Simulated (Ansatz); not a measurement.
# Nudged elastic band, with input and output: KIr12 (part 1 of 3)

System: KIr12 (slab, 13 atoms in the cell).
Method: DFT PBEsol, scalar-relativistic, plane waves, PAW, no spin polarisation (Ansatz 0.2.0).

The input holds or restrains some coordinates. It belongs to a series of runs on one base structure; here: band between the two ends. Figures and captions count atoms from 1; the log counts them from 0 in places.

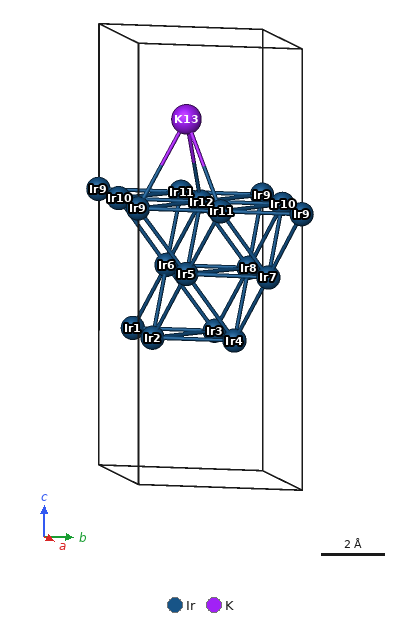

Fig. 1: The starting structure (ball-and-stick view of the cell of the calculation, with the vacuum cut short, seen slightly off an axis; atoms are numbered from 1 in the order of the input). An atom can appear more than once, as a periodic image.

## Input
```yaml
crystal:
  lattice:
    - [5.43058, 0.0, 0.0]
    - [2.71529, 4.70302, 0.0]
    - [0.0, 0.0, 15.43405]
  atoms:
    - { symbol: Ir, position: [0.1666667, 0.1666667, 0.0647918] }
    - { symbol: Ir, position: [0.6666667, 0.1666667, 0.0647918] }
    - { symbol: Ir, position: [0.1666667, 0.6666667, 0.0647918] }
    - { symbol: Ir, position: [0.6666667, 0.6666667, 0.0647918] }
    - { symbol: Ir, position: [-0.16675123, 0.33327054, 0.20575397] }
    - { symbol: Ir, position: [0.33363412, 0.33232528, 0.20435634] }
    - { symbol: Ir, position: [-0.1676973, 0.83366408, 0.20437187] }
    - { symbol: Ir, position: [0.33367994, 0.83372399, 0.20430048] }
    - { symbol: Ir, position: [0.00164925, -0.00390883, 0.34436622] }
    - { symbol: Ir, position: [0.49978218, -0.00017761, 0.3455556] }
    - { symbol: Ir, position: [0.00160228, 0.50161276, 0.34445573] }
    - { symbol: Ir, position: [0.49600914, 0.50170908, 0.34432203] }
    - { symbol: K, position: [0.83220289, 0.33345176, 0.52652301] }
basis:
  ecutwfc: 420.0
kpoints:
  mp_grid: { grid: [4, 4, 1] }
hamiltonian:
  xc: pbesol
scf:
  occupations: { method: gaussian, width: 0.1 }
  lower_state_search: "off"
neb:
  images: 7
  f_tol: 0.05
  initial_path: linear
  max_iterations: 80
  optimiser: lbfgs
  spring: { min: 2.0, max: 10.0 }
  constraints: [{ sites: [0, 1, 2, 3] }]
  final_atoms:
    - { symbol: Ir, position: [0.1666667, 0.1666667, 0.0647918] }
    - { symbol: Ir, position: [0.6666667, 0.1666667, 0.0647918] }
    - { symbol: Ir, position: [0.1666667, 0.6666667, 0.0647918] }
    - { symbol: Ir, position: [0.6666667, 0.6666667, 0.0647918] }
    - { symbol: Ir, position: [-0.16769731, 0.33366411, 0.20437187] }
    - { symbol: Ir, position: [0.33367993, 0.33372402, 0.20430048] }
    - { symbol: Ir, position: [-0.16675124, 0.83327057, 0.20575397] }
    - { symbol: Ir, position: [0.33363411, 0.83232531, 0.20435634] }
    - { symbol: Ir, position: [0.00160227, 0.00161279, 0.34445573] }
    - { symbol: Ir, position: [0.49600913, 0.00170911, 0.34432203] }
    - { symbol: Ir, position: [0.00164924, 0.4960912, 0.34436622] }
    - { symbol: Ir, position: [0.49978217, 0.49982242, 0.3455556] }
    - { symbol: K, position: [0.83220288, 0.83345179, 0.52652301] }
  order_check: true
```

Hardware: 4 threads of Intel Xeon (Granite Rapids), 16 GiB of memory available, shared host.

Launch command:
```bash
ansatz run input.yaml --threads 4 --pin off --max-ram 10240MiB --backend cpu --events-out ev --progress --plain --runs-dir out
```

## Log
```
Warning: neb: disabling space-group detection — the band's intermediate images generally break the endpoint symmetry, so no spatial operation reduces the k-mesh or symmetrises the density, except that a semilocal band can use its path's symmetry ahead of convergence; time reversal is kept, so that k and −k are solved as one point where they differ and the mesh holds both, and exact exchange and, on two spinor components, a DFT+U term hold to it where the run has them: on two components no moment then forms, and a state that bears one, which a typed moment (crystal.atoms[].spin; refused beside efield: under a hybrid functional) reaches, can lie lower, under hf by electronvolts; crystal.symmetry.detect: false (a key that needs symmetry detection or time reversal refuses this as the deck is read) with time_reversal: false beside it drops time reversal too
Engine: ansatz 0.2.0, x86_64-unknown-linux-gnu
Pseudopotentials: kind: paw
Pseudopotential: Ir, paw, valence charge 17, recommended cutoff 420 eV (normal), Ir.paw.azcp
Pseudopotential: K, paw, valence charge 9, recommended cutoff 420 eV (normal), K.paw.azcp
Functional definition: PBEsol
  exchange = pbesol_x
  correlation = pbesol_c
parallel-image band execution: 4 concurrent image workers
NEB image 0
Crystal: 13 atoms, lattice volume = 394.188 Å³
Basis set: ecut = 420 eV, 7677 PW (Γ), exchange–correlation on 80×80×216 points (8 copies of the dense FFT grid, shifted against one another)
Bands: 128, of which v1, the nominal top of the filled ones, is band 107 counted from 1 (106 counted from 0)
Symmetry: 1 space group operations
k-points: 10 of 16 (time reversal used)
Non-local potential: Ir, projectors of the file, l = 0: 3, l = 1: 2, l = 2: 2, l = 3: 1
Non-local potential: K, projectors of the file, l = 0: 3, l = 1: 2, l = 2: 2
PAW form: soft (Blöchl's): semilocal exchange-correlation on the pseudo side does not see the compensation charge
PAW frozen core: Ir, regenerated for the run's functional, and the local potential with it (the file was generated under x = pbe(κ = 0.804, μ = 0.2195149727645171), c = pbe(β = 0.06672455060314922))
PAW frozen core: K, regenerated for the run's functional, and the local potential with it (the file was generated under x = pbe(κ = 0.804, μ = 0.2195149727645171), c = pbe(β = 0.06672455060314922))
PAW one-centre angular grid: Ir, 590 points (default); XC on 64 Gauss nodes
PAW one-centre angular grid: K, 110 points (default); XC on 64 Gauss nodes
Initial density: superposition of atomic densities (neutral atoms: chi_scale 0, normalization atom), corrected by the library's trained network
Initial wavefunctions: pseudopotential atomic-orbital guess
Functional: x = pbesol(κ = 0.804, μ = 0.12345679012345678), c = pbesol(β = 0.046)
SCF iter   1: F=—  HF=-143099.130028 eV  |F-HF|=—  |Δ(HF+E_count)|=         —  Δρ=3.95e-2  dr2=8.27e1  ethr=1.77e-3  ⟨swp⟩=7.0  Hψ=5051  notcnv=0  defer=12
preconditioner: auto → LDOS  [insulator: Δε(μ)=0.179 eV  Ē_g=6.460 eV  σ=0.100 eV  W_gap=0.74  n_scr=108 (ndim 8)  ℏωp=20.1 eV  f_vac=0.440  D(μ)=11.12/eV (n_scr^D=64)  ε∞_Penn≈10.6  β→1.0]
SCF iter   2: F=—  HF=-143097.995482 eV  |F-HF|=—  |Δ(HF+E_count)|=    1.13e0  Δρ=2.56e-2  dr2=1.86e1  ethr=1.77e-3  ⟨swp⟩=2.6  Hψ=2010  notcnv=0  defer=101
SCF iter   3: F=—  HF=-143097.427873 eV  |F-HF|=—  |Δ(HF+E_count)|=   5.68e-1  Δρ=7.07e-3  dr2=1.69e0  ethr=1.77e-3  ⟨swp⟩=2.0  Hψ=1406  notcnv=0  defer=101
SCF iter   4: F=—  HF=-143097.414073 eV  |F-HF|=—  |Δ(HF+E_count)|=   1.38e-2  Δρ=1.16e-3  dr2=1.19e-2  ethr=7.96e-4  ⟨swp⟩=2.0  Hψ=1247  notcnv=0  defer=101
SCF iter   5: F=—  HF=-143097.415926 eV  |F-HF|=—  |Δ(HF+E_count)|=   1.85e-3  Δρ=5.18e-4  dr2=2.79e-3  ethr=5.59e-6  ⟨swp⟩=2.1  Hψ=1865  notcnv=0  defer=101
SCF iter   6: F=—  HF=-143097.415705 eV  |F-HF|=—  |Δ(HF+E_count)|=   2.21e-4  Δρ=3.08e-4  dr2=9.87e-4  ethr=1.31e-6  ⟨swp⟩=2.4  Hψ=1846  notcnv=0  defer=101
SCF iter   7: F=—  HF=-143097.415612 eV  |F-HF|=—  |Δ(HF+E_count)|=   9.37e-5  Δρ=1.33e-4  dr2=1.66e-4  ethr=4.64e-7  ⟨swp⟩=2.1  Hψ=1765  notcnv=0  defer=101
SCF iter   8: F=—  HF=-143097.415616 eV  |F-HF|=—  |Δ(HF+E_count)|=   4.03e-6  Δρ=6.51e-5  dr2=6.09e-5  ethr=7.81e-8  ⟨swp⟩=2.0  Hψ=1672  notcnv=0  defer=101
SCF iter   9: F=—  HF=-143097.416526 eV  |F-HF|=—  |Δ(HF+E_count)|=   9.11e-4  Δρ=2.34e-5  dr2=6.34e-6  ethr=2.86e-8  ⟨swp⟩=1.3  Hψ=1265  notcnv=0  defer=101
SCF iter  10: F=—  HF=-143097.416526 eV  |F-HF|=—  |Δ(HF+E_count)|=   3.22e-7  Δρ=6.27e-6  dr2=5.49e-7  ethr=2.97e-9  ⟨swp⟩=2.0  Hψ=1739  notcnv=0  defer=101
SCF iter  11: F=-143097.416526 eV  HF=-143097.416526 eV  |F-HF|=3.71e-8  |Δ(HF+E_count)|=   2.84e-8  Δρ=2.43e-6  dr2=5.50e-8  ethr=4.69e-11  ⟨swp⟩=5.0  Hψ=4613  notcnv=0
SCF 1 converged in 11 iterations: F = -143097.416526 eV  dr2 = 5.50e-8
  greatest PAW one-centre occupation: 1.000 electrons in one spin orbital (limit 2), on the Ir atom at site 4 (counted from 0), in its partial waves of l = 0
NSCF: frozen V_eff on 10 k-points
NEB image 8
SCF iter   1: F=—  HF=-143099.129984 eV  |F-HF|=—  |Δ(HF+E_count)|=         —  Δρ=3.95e-2  dr2=8.27e1  ethr=1.77e-3  ⟨swp⟩=7.0  Hψ=5052  notcnv=0  defer=11
preconditioner: auto → LDOS  [insulator: Δε(μ)=0.179 eV  Ē_g=6.460 eV  σ=0.100 eV  W_gap=0.74  n_scr=108 (ndim 8)  ℏωp=20.1 eV  f_vac=0.440  D(μ)=11.13/eV (n_scr^D=64)  ε∞_Penn≈10.6  β→1.0]
SCF iter   2: F=—  HF=-143097.995341 eV  |F-HF|=—  |Δ(HF+E_count)|=    1.13e0  Δρ=2.56e-2  dr2=1.86e1  ethr=1.77e-3  ⟨swp⟩=2.6  Hψ=2010  notcnv=0  defer=101
SCF iter   3: F=—  HF=-143097.427784 eV  |F-HF|=—  |Δ(HF+E_count)|=   5.68e-1  Δρ=7.08e-3  dr2=1.69e0  ethr=1.77e-3  ⟨swp⟩=2.0  Hψ=1406  notcnv=0  defer=101
SCF iter   4: F=—  HF=-143097.414054 eV  |F-HF|=—  |Δ(HF+E_count)|=   1.37e-2  Δρ=1.16e-3  dr2=1.20e-2  ethr=7.96e-4  ⟨swp⟩=2.0  Hψ=1247  notcnv=0  defer=101
SCF iter   5: F=—  HF=-143097.415911 eV  |F-HF|=—  |Δ(HF+E_count)|=   1.86e-3  Δρ=5.18e-4  dr2=2.79e-3  ethr=5.61e-6  ⟨swp⟩=2.1  Hψ=1865  notcnv=0  defer=101
SCF iter   6: F=—  HF=-143097.415692 eV  |F-HF|=—  |Δ(HF+E_count)|=   2.19e-4  Δρ=3.08e-4  dr2=9.89e-4  ethr=1.31e-6  ⟨swp⟩=2.3  Hψ=1929  notcnv=0  defer=101
SCF iter   7: F=—  HF=-143097.415607 eV  |F-HF|=—  |Δ(HF+E_count)|=   8.47e-5  Δρ=1.32e-4  dr2=1.64e-4  ethr=4.64e-7  ⟨swp⟩=2.3  Hψ=1736  notcnv=0  defer=101
SCF iter   8: F=—  HF=-143097.415597 eV  |F-HF|=—  |Δ(HF+E_count)|=   1.00e-5  Δρ=6.43e-5  dr2=6.01e-5  ethr=7.68e-8  ⟨swp⟩=2.0  Hψ=1699  notcnv=0  defer=101
SCF iter   9: F=—  HF=-143097.416526 eV  |F-HF|=—  |Δ(HF+E_count)|=   9.29e-4  Δρ=2.37e-5  dr2=6.37e-6  ethr=2.82e-8  ⟨swp⟩=1.3  Hψ=1253  notcnv=0  defer=101
SCF iter  10: F=—  HF=-143097.416526 eV  |F-HF|=—  |Δ(HF+E_count)|=   4.23e-7  Δρ=6.43e-6  dr2=5.71e-7  ethr=2.99e-9  ⟨swp⟩=2.0  Hψ=1736  notcnv=0  defer=101
SCF iter  11: F=-143097.416526 eV  HF=-143097.416526 eV  |F-HF|=3.69e-8  |Δ(HF+E_count)|=   2.16e-8  Δρ=2.47e-6  dr2=5.67e-8  ethr=4.69e-11  ⟨swp⟩=5.0  Hψ=4619  notcnv=0
SCF 2 converged in 11 iterations: F = -143097.416526 eV  dr2 = 5.67e-8
  greatest PAW one-centre occupation: 1.000 electrons in one spin orbital (limit 2), on the Ir atom at site 6 (counted from 0), in its partial waves of l = 0
NSCF: frozen V_eff on 10 k-points
NEB end point (image 0): max|allowed force component| = 1.501e-2 eV/Å (the criterion of neb.relax_end_points is 1.000e-2)
NEB end point (image 8): max|allowed force component| = 1.500e-2 eV/Å (the criterion of neb.relax_end_points is 1.000e-2)
NEB image 1
[...]
preconditioner: auto → LDOS  [insulator: Δε(μ)=0.178 eV  Ē_g=6.461 eV  σ=0.100 eV  W_gap=0.74  n_scr=108 (ndim 8)  ℏωp=20.1 eV  f_vac=0.441  D(μ)=11.24/eV (n_scr^D=64)  ε∞_Penn≈10.6  β→1.0]
  greatest PAW one-centre occupation: 1.000 electrons in one spin orbital (limit 2), on the Ir atom at site 7 (counted from 0), in its partial waves of l = 0
NEB image 2
preconditioner: auto → LDOS  [insulator: Δε(μ)=0.175 eV  Ē_g=6.462 eV  σ=0.100 eV  W_gap=0.73  n_scr=108 (ndim 8)  ℏωp=20.1 eV  f_vac=0.441  D(μ)=11.50/eV (n_scr^D=64)  ε∞_Penn≈10.6  β→1.0]
NEB image 3
preconditioner: auto → LDOS  [insulator: Δε(μ)=0.171 eV  Ē_g=6.464 eV  σ=0.100 eV  W_gap=0.73  n_scr=108 (ndim 8)  ℏωp=20.1 eV  f_vac=0.441  D(μ)=11.77/eV (n_scr^D=70)  ε∞_Penn≈10.6  β→1.0]
NEB image 4
preconditioner: auto → LDOS  [insulator: Δε(μ)=0.172 eV  Ē_g=6.465 eV  σ=0.100 eV  W_gap=0.73  n_scr=108 (ndim 8)  ℏωp=20.1 eV  f_vac=0.441  D(μ)=11.83/eV (n_scr^D=70)  ε∞_Penn≈10.6  β→1.0]
NEB image 5
preconditioner: auto → LDOS  [insulator: Δε(μ)=0.172 eV  Ē_g=6.464 eV  σ=0.100 eV  W_gap=0.73  n_scr=108 (ndim 8)  ℏωp=20.1 eV  f_vac=0.441  D(μ)=11.76/eV (n_scr^D=70)  ε∞_Penn≈10.6  β→1.0]
NEB image 6
preconditioner: auto → LDOS  [insulator: Δε(μ)=0.176 eV  Ē_g=6.462 eV  σ=0.100 eV  W_gap=0.73  n_scr=108 (ndim 8)  ℏωp=20.1 eV  f_vac=0.441  D(μ)=11.50/eV (n_scr^D=64)  ε∞_Penn≈10.6  β→1.0]
NEB image 7
NEB iter   1: max|band force component| = 8.574e-1 eV/Å  barrier→ = 0.0563 eV  barrier← = 0.0563 eV  Δτ_max = 0.0140 Å  (100 SCF iters)
NEB image 1
Initial density: handed on by an earlier stage of this run
Initial wavefunctions: those handed on with the density
preconditioner: auto → LDOS  [metal: Δε(μ)=0.021 eV  Ē_g=6.356 eV  σ=0.100 eV  W_gap=0.12  n_scr=108 (ndim 8)  ℏωp=20.1 eV  f_vac=0.437  D(μ)=20.64/eV (n_scr^D=188)  β→1.0]
NEB image 2
preconditioner: auto → LDOS  [metal: Δε(μ)=0.021 eV  Ē_g=6.356 eV  σ=0.100 eV  W_gap=0.12  n_scr=108 (ndim 8)  ℏωp=20.1 eV  f_vac=0.437  D(μ)=20.66/eV (n_scr^D=188)  β→1.0]
NEB image 3
preconditioner: auto → LDOS  [metal: Δε(μ)=0.020 eV  Ē_g=6.356 eV  σ=0.100 eV  W_gap=0.11  n_scr=108 (ndim 8)  ℏωp=20.1 eV  f_vac=0.437  D(μ)=20.69/eV (n_scr^D=188)  β→1.0]
NEB image 4
preconditioner: auto → LDOS  [metal: Δε(μ)=0.020 eV  Ē_g=6.356 eV  σ=0.100 eV  W_gap=0.11  n_scr=108 (ndim 8)  ℏωp=20.1 eV  f_vac=0.437  D(μ)=20.70/eV (n_scr^D=200)  β→1.0]
NEB image 5
NEB image 6
preconditioner: auto → LDOS  [metal: Δε(μ)=0.020 eV  Ē_g=6.356 eV  σ=0.100 eV  W_gap=0.11  n_scr=108 (ndim 8)  ℏωp=20.1 eV  f_vac=0.437  D(μ)=20.66/eV (n_scr^D=188)  β→1.0]
NEB image 7
preconditioner: auto → LDOS  [metal: Δε(μ)=0.020 eV  Ē_g=6.356 eV  σ=0.100 eV  W_gap=0.11  n_scr=108 (ndim 8)  ℏωp=20.1 eV  f_vac=0.437  D(μ)=20.64/eV (n_scr^D=188)  β→1.0]
NEB iter   2: max|band force component| = 8.106e-1 eV/Å  barrier→ = 0.0510 eV  barrier← = 0.0510 eV  Δτ_max = 0.2000 Å  (45 SCF iters)
[... from here on the SCF iterations and repeated set-up lines of each step are left out, up to the last step ...]
NEB image 1
NEB image 2
NEB image 3
NEB image 4
NEB image 5
NEB image 6
NEB image 7
NEB iter   3: max|band force component| = 7.645e-1 eV/Å  barrier→ = 0.0392 eV  barrier← = 0.0392 eV  Δτ_max = 0.0963 Å  (57 SCF iters)
NEB image 1
NEB image 2
NEB image 3
NEB image 4
NEB image 5
NEB image 6
NEB image 7
NEB iter   4: max|band force component| = 1.183e0 eV/Å  barrier→ = 0.0381 eV  barrier← = 0.0381 eV  Δτ_max = 0.0196 Å  (54 SCF iters)
NEB image 1
NEB image 2
NEB image 3
NEB image 4
NEB image 5
NEB image 6
NEB image 7
NEB iter   5: max|band force component| = 7.045e-1 eV/Å  barrier→ = 0.0364 eV  barrier← = 0.0364 eV  Δτ_max = 0.0305 Å  (42 SCF iters)
NEB image 1
NEB image 2
NEB image 3
NEB image 4
NEB image 5
NEB image 6
NEB image 7
NEB iter   6: max|band force component| = 1.397e-1 eV/Å  barrier→ = 0.0350 eV  barrier← = 0.0350 eV  CI = image 4  Δτ_max = 0.0021 Å  (44 SCF iters)
NEB image 1
NEB image 2
NEB image 3
NEB image 4
NEB image 5
NEB image 6
NEB image 7
NEB iter   7: max|band force component| = 1.143e-1 eV/Å  barrier→ = 0.0349 eV  barrier← = 0.0349 eV  CI = image 4  Δτ_max = 0.0202 Å  (28 SCF iters)
NEB image 1
NEB image 2
NEB image 3
NEB image 4
NEB image 5
NEB image 6
NEB image 7
NEB iter   8: max|band force component| = 6.547e-2 eV/Å  barrier→ = 0.0339 eV  barrier← = 0.0339 eV  CI = image 4  Δτ_max = 0.0146 Å  (44 SCF iters)
NEB image 1
NEB image 2
NEB image 3
NEB image 4
NEB image 5
NEB image 6
NEB image 7
NEB iter   9: max|band force component| = 7.235e-2 eV/Å  barrier→ = 0.0329 eV  barrier← = 0.0329 eV  CI = image 4  Δτ_max = 0.0010 Å  (40 SCF iters)
NEB image 1
NEB image 2
NEB image 3
NEB image 4
NEB image 5
NEB image 6
NEB image 7
NEB iter  10: max|band force component| = 6.576e-2 eV/Å  barrier→ = 0.0328 eV  barrier← = 0.0328 eV  CI = image 4  Δτ_max = 0.0173 Å  (28 SCF iters)
NEB image 1
NEB image 2
NEB image 3
NEB image 4
NEB image 5
NEB image 6
NEB image 7
NEB iter  11: max|band force component| = 8.381e-2 eV/Å  barrier→ = 0.0317 eV  barrier← = 0.0317 eV  CI = image 4  Δτ_max = 0.0012 Å  (42 SCF iters)
NEB image 1
NEB image 2
NEB image 3
NEB image 4
NEB image 5
NEB image 6
NEB image 7
NEB iter  12: max|band force component| = 6.775e-2 eV/Å  barrier→ = 0.0316 eV  barrier← = 0.0316 eV  CI = image 4  Δτ_max = 0.0071 Å  (30 SCF iters)
NEB image 1
NEB image 2
NEB image 3
NEB image 4
NEB image 5
NEB image 6
NEB image 7
NEB iter  13: max|band force component| = 7.862e-2 eV/Å  barrier→ = 0.0312 eV  barrier← = 0.0312 eV  CI = image 4  Δτ_max = 0.0011 Å  (38 SCF iters)
NEB image 1
NEB image 2
NEB image 3
NEB image 4
NEB image 5
NEB image 6
NEB image 7
NEB iter  14: max|band force component| = 5.746e-2 eV/Å  barrier→ = 0.0311 eV  barrier← = 0.0311 eV  CI = image 4  Δτ_max = 0.0081 Å  (30 SCF iters)
NEB image 1
NEB image 2
NEB image 3
NEB image 4
NEB image 5
NEB image 6
NEB image 7
NEB iter  15: max|band force component| = 7.266e-2 eV/Å  barrier→ = 0.0306 eV  barrier← = 0.0306 eV  CI = image 4  Δτ_max = 0.0011 Å  (37 SCF iters)
NEB image 1
NEB image 2
NEB image 3
NEB image 4
NEB image 5
NEB image 6
NEB image 7
NEB iter  16: max|band force component| = 6.280e-2 eV/Å  barrier→ = 0.0305 eV  barrier← = 0.0305 eV  CI = image 4  Δτ_max = 0.0068 Å  (29 SCF iters)
NEB image 1
NEB image 2
NEB image 3
NEB image 4
NEB image 5
NEB image 6
NEB image 7
NEB iter  17: max|band force component| = 7.639e-2 eV/Å  barrier→ = 0.0301 eV  barrier← = 0.0301 eV  CI = image 4  Δτ_max = 0.0011 Å  (37 SCF iters)
NEB image 1
NEB image 2
NEB image 3
NEB image 4
NEB image 5
NEB image 6
NEB image 7
NEB iter  18: max|band force component| = 5.635e-2 eV/Å  barrier→ = 0.0300 eV  barrier← = 0.0300 eV  CI = image 4  Δτ_max = 0.0070 Å  (30 SCF iters)
NEB image 1
NEB image 2
NEB image 3
NEB image 4
NEB image 5
NEB image 6
NEB image 7
NEB iter  19: max|band force component| = 6.980e-2 eV/Å  barrier→ = 0.0296 eV  barrier← = 0.0296 eV  CI = image 4  Δτ_max = 0.0010 Å  (37 SCF iters)
NEB image 1
NEB image 2
NEB image 3
NEB image 4
NEB image 5
NEB image 6
NEB image 7
NEB iter  20: max|band force component| = 6.127e-2 eV/Å  barrier→ = 0.0296 eV  barrier← = 0.0296 eV  CI = image 4  Δτ_max = 0.0072 Å  (28 SCF iters)
NEB image 1
NEB image 2
NEB image 3
NEB image 4
NEB image 5
NEB image 6
NEB image 7
NEB iter  21: max|band force component| = 7.897e-2 eV/Å  barrier→ = 0.0291 eV  barrier← = 0.0291 eV  CI = image 4  Δτ_max = 0.0011 Å  (37 SCF iters)
NEB image 1
NEB image 2
NEB image 3
NEB image 4
NEB image 5
NEB image 6
NEB image 7
NEB iter  22: max|band force component| = 5.677e-2 eV/Å  barrier→ = 0.0291 eV  barrier← = 0.0291 eV  CI = image 4  Δτ_max = 0.0062 Å  (28 SCF iters)
NEB image 1
NEB image 2
NEB image 3
NEB image 4
NEB image 5
NEB image 6
NEB image 7
NEB iter  23: max|band force component| = 6.788e-2 eV/Å  barrier→ = 0.0287 eV  barrier← = 0.0287 eV  CI = image 4  Δτ_max = 0.0010 Å  (37 SCF iters)
NEB image 1
NEB image 2
NEB image 3
NEB image 4
NEB image 5
NEB image 6
NEB image 7
NEB iter  24: max|band force component| = 5.988e-2 eV/Å  barrier→ = 0.0286 eV  barrier← = 0.0286 eV  CI = image 4  Δτ_max = 0.0076 Å  (25 SCF iters)
NEB image 1
NEB image 2
NEB image 3
NEB image 4
NEB image 5
NEB image 6
NEB image 7
NEB iter  25: max|band force component| = 8.167e-2 eV/Å  barrier→ = 0.0282 eV  barrier← = 0.0282 eV  CI = image 4  Δτ_max = 0.0012 Å  (37 SCF iters)
NEB image 1
NEB image 2
NEB image 3
NEB image 4
NEB image 5
NEB image 6
NEB image 7
```
